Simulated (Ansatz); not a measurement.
# A computed series for Ga2O3: pressure series

Take Ga2O3 in the corundum structure (space group R-3c, No. 167) as the base.

Ga$_{2}$O$_{3}$ has the trigonal space group R-3c, hexagonal axes (No. 167), the corundum structure, Pearson symbol hR10. Conventional cell: a = 5.0003 Å, b = 5.0003 Å, c = 13.4488 Å, α = 90.00°, β = 90.00°, γ = 120.00°. Ga on 12c is coordinated by 3 O at 1.931 Å and 3 O at 2.077 Å. O on 18e has 2 Ga at 1.931 Å and 2 Ga at 2.077 Å. (Neighbours: up to the widest gap in distance over summed covalent radii, below 1.35, at either atom; cation-cation and far metal-metal contacts left out.)
(The calculation used a cell of 10 atoms; values per cell refer to that cell.)

Cell and atoms are relaxed at each pressure.

Method: Ansatz (an electronic-structure program) PBEsol, scalar-relativistic without spin-orbit coupling.

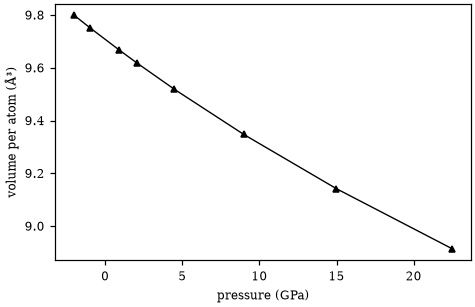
*Volume against pressure*

Question: Estimate the zero-pressure bulk modulus from the plot.

Answer: About 220 GPa; a third-order Birch–Murnaghan fit to the points gives V₀ = 9.71 Å³/atom, B₀ = 219 GPa and B₀′ = 4.4.

Between the base and pressure 22.5 GPa the gap moves from 2.70 eV to 3.61 eV, a mean slope of 40 meV/GPa.

Load acts through the strain it causes; cell and atoms are relaxed under it. Whether these cells are dynamically stable was not tested. Competing high-pressure phases were not computed.
